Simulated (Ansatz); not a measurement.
NbAuF6, as given below.

Space group I4/mmm (No. 139). a = 5.594 Å, b = 5.594 Å, c = 8.535 Å, α = 90.00°, β = 90.00°, γ = 90.00°
```csv
atom,site,symmetry,x,y,z
Nb,2a,4/mmm,0.0000,0.0000,0.0000
Au,2b,4/mmm,0.5000,0.5000,0.0000
F,8h,m.2m,0.2333,0.2333,0.0000
F,4e,4mm,0.0000,0.0000,0.2197
```

Basis of the simulation: the geometry relaxed (final pressure about 20 GPa) with DFT, PAW plane waves, r2scan in Ansatz 0.2.0; the starting structure was generated, so it need not be a known form of this composition.

Where will the first 2 clear peaks of its X-ray PDF lie (peak width σ = 0.10 Å), and from which pairs do they come?

Answer. 1. 1.87 Å: Nb–F at 1.85–1.88 Å
2. 2.09 Å: Au–F at 2.11 Å

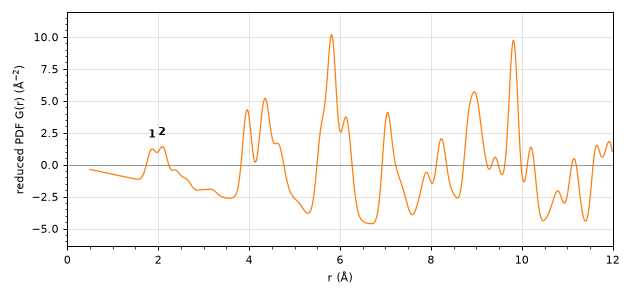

Computed X-ray G(r), with each pair weighted by the product of the atomic numbers (X-ray weights at Q = 0) and a uniform peak width σ = 0.10 Å.
